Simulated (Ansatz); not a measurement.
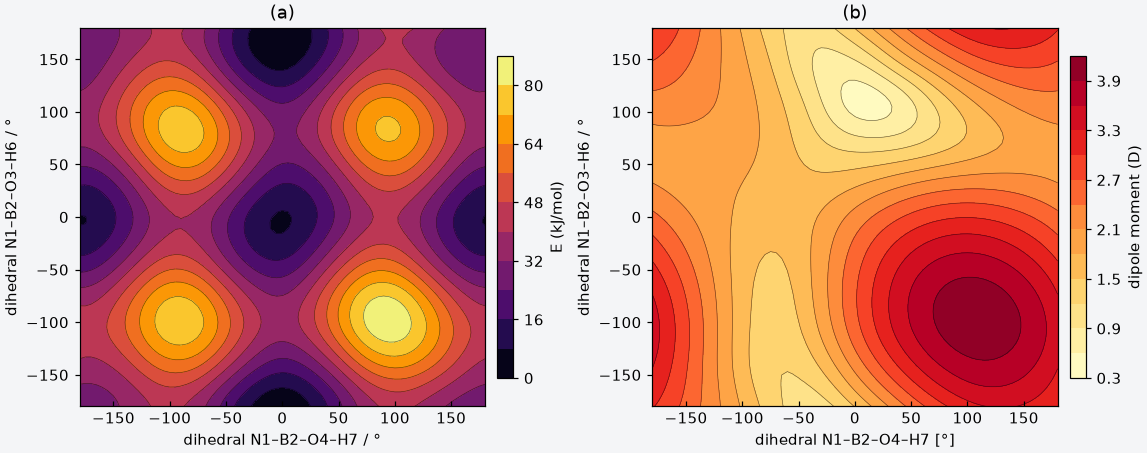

BH₃NO₂, SMILES [NH]B(O)O, spin multiplicity 2. The first coordinate is: dihedral N1–B2–O4–H7; the second: dihedral N1–B2–O3–H6. Nothing is relaxed (all other coordinates rigid). The scan uses a 10 × 10 grid. Points are written as (first, second). Energies are in kJ/mol, from the relaxed molecule at the same level. These are results of Ansatz 0.2.0, UKS PBE-D4/def2-TZVP, not measurements.

Panel (a) is the energy and panel (b) the computed dipole moment on the same grid.

The picture shows filled contours. Between grid points the surface is interpolated.

How does the dipole moment vary over the map, and what is it at the lowest grid point?

Answer. Leaving out the highest fifth of the energies, it runs from 0.49 D at (0°, 108°) to 3.81 D at (144°, −72°). At the lowest grid point, (0°, −180°), it is 1.51 D.

| dihedral N1–B2–O3–H6 ↓, dihedral N1–B2–O4–H7 → | −180 | −144 | −108 | −72 | −36 | 0 | 36 | 72 | 108 | 144 |
| --- | --- | --- | --- | --- | --- | --- | --- | --- | --- | --- |
| 144 | 2.65 | 2.36 | 1.97 | 1.46 | 0.88 | 0.81 | 1.37 | 2.01 | 2.51 | 2.73 |
| 108 | 2.28 | 2.19 | 1.99 | 1.61 | 1.03 | 0.49 | 0.65 | 1.25 | 1.81 | 2.16 |
| 72 | 2.00 | 2.01 | 1.93 | 1.68 | 1.29 | 1.01 | 1.02 | 1.29 | 1.62 | 1.88 |
| 36 | 2.07 | 1.94 | 1.84 | 1.67 | 1.56 | 1.67 | 1.90 | 2.10 | 2.20 | 2.18 |
| 0 | 2.48 | 2.10 | 1.79 | 1.62 | 1.77 | 2.21 | 2.64 | 2.92 | 2.98 | 2.81 |
| −36 | 2.93 | 2.33 | 1.76 | 1.49 | 1.85 | 2.53 | 3.14 | 3.53 | 3.62 | 3.40 |
| −72 | 3.29 | 2.54 | 1.78 | 1.37 | 1.84 | 2.66 | 3.39 | 3.88 | 4.03 | 3.81 |
| −108 | 3.43 | 2.63 | 1.78 | 1.30 | 1.72 | 2.56 | 3.34 | 3.88 | 4.09 | 3.93 |
| −144 | 3.30 | 2.59 | 1.79 | 1.24 | 1.41 | 2.16 | 2.92 | 3.51 | 3.80 | 3.72 |
| −180 | 3.02 | 2.51 | 1.90 | 1.31 | 1.05 | 1.51 | 2.22 | 2.86 | 3.26 | 3.30 |
